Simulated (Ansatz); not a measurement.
## Two runs on GeH₃BrO

System: GeH₃BrO, SMILES [OH][GeH2][Br].
Method of run 1: RKS PBE0-D4/def2-TZVPP (Ansatz 0.2.0).

The geometry comes from this level: PBE0-D4/def2-TZVP. Text and figures count atoms from 1; the logs count them from 0 in places.

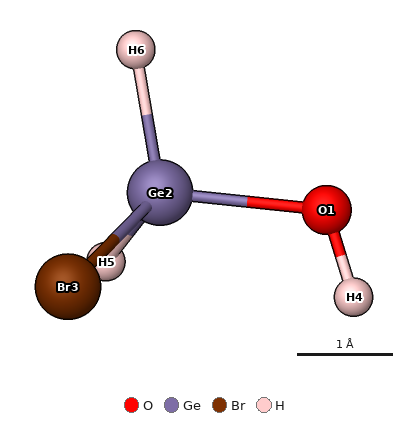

**Figure 1.** The structure (ball-and-stick view, seen at an oblique angle; atoms are numbered from 1 in the order of the input). Sticks mark near contacts.

The input, run 1:
```yaml
crystal:
  periodic: [false, false, false]
  atoms:
    - {symbol: O, position_ang: [-0.529645, -1.324065, 0.112665]}
    - {symbol: Ge, position_ang: [0.367977, 0.196573, 0.141648]}
    - {symbol: Br, position_ang: [-1.112881, 1.955779, -0.082970]}
    - {symbol: H, position_ang: [-1.031331, -1.450786, -0.696477]}
    - {symbol: H, position_ang: [1.335884, 0.296042, -1.045173]}
    - {symbol: H, position_ang: [1.012097, 0.262456, 1.524007]}
basis:
  gaussian: {orbitals: def2-TZVPP}
hamiltonian: {xc: pbe0, dispersion: d4}
output: {orbitals: {seedname: orbitals}}
```

Launched with:
```bash
ansatz run in.yaml --threads 2 --pin off --events-out ev --progress --plain --max-ram 4352MiB
```

Hardware: 2 threads of AMD EPYC, 23 GiB of memory available, shared host.

Output (run 1):
```
Functional definition: PBE0
  parameter a = 0.25
  parameter kappa = 0.804
  parameter beta = 0.06672455060314922
  exchange = (1 - a)*pbe_x(kappa = kappa, mu = beta*pi^2/3) + a*exact_x
  correlation = pbe_c(beta = beta)
1142 factors; their error is unknown
mean field evaluation 1: about -128640.4794 eV, gradient 5.5e1 eV
mean field evaluation 2: about -128625.5735 eV, gradient 1.0e2 eV
mean field evaluation 4: about -128645.0440 eV, gradient 4.6e0 eV
mean field evaluation 8: about -128645.0734 eV, gradient 5.0e-2 eV
mean field evaluation 16: about -128645.7826 eV, gradient 3.8e-5 eV
mean field -128645.78264792 eV, -4727.6453130677 hartree, gradient 3.8e-5 eV, S^2 0.000000; 0 other end points of the search recorded, 0 dependent functions left out
reference -128645.78267449 eV, -4727.6453140440 hartree; 39, 39 occupied and 130, 130 virtual orbitals, 1142 factors
Total energy: -128645.87916437 eV, -4727.6488599818 hartree
```

For run 2 the input was changed thus:
```diff
-  gaussian: {orbitals: def2-TZVPP}
+  gaussian: {orbitals: "def2-QZVPP.json"}
```

What does this change do to the results?

The total energy of run 2 is 64.3 kcal/mol lower, which measures the change of basis and not a stability. The LUMO goes from −0.38 to −0.50 eV. The basis functions go from 169 to 325.

Output (run 2):
```
Functional definition: PBE0
  parameter a = 0.25
  parameter kappa = 0.804
  parameter beta = 0.06672455060314922
  exchange = (1 - a)*pbe_x(kappa = kappa, mu = beta*pi^2/3) + a*exact_x
  correlation = pbe_c(beta = beta)
1475 factors; their error is unknown
mean field evaluation 1: about -128643.4352 eV, gradient 5.7e1 eV
mean field evaluation 2: about -128626.9682 eV, gradient 1.1e2 eV
mean field evaluation 4: about -128648.2283 eV, gradient 4.7e0 eV
mean field evaluation 8: about -128648.5708 eV, gradient 4.9e-1 eV
mean field evaluation 16: about -128648.5708 eV, gradient 4.4e-5 eV
mean field -128648.57079736 eV, -4727.7477756698 hartree, gradient 4.4e-5 eV, S^2 0.000000; 0 other end points of the search recorded, 0 dependent functions left out
reference -128648.57082678 eV, -4727.7477767510 hartree; 39, 39 occupied and 286, 286 virtual orbitals, 1475 factors
Total energy: -128648.66731667 eV, -4727.7513226888 hartree
```

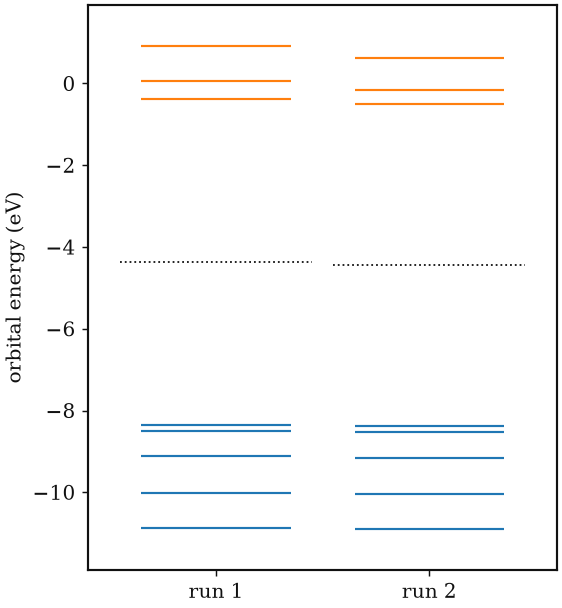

**Figure 2.** The five highest filled and three lowest empty orbital energies of the two runs; the dotted lines part filled from empty levels. The HOMO–LUMO gap is 7.98 eV in run 1 and 7.88 eV in run 2.

The two runs side by side:

| quantity | run 1 | run 2 |
| --- | --- | --- |
| outcome | converged | converged |
| total energy (hartree) | −4727.648860 | −4727.751323 |
| HOMO (eV) | −8.36 | −8.38 |
| LUMO (eV) | −0.38 | −0.50 |
| basis functions | 169 | 325 |
| wall time (shared host) | 1.1 s | 6 s |
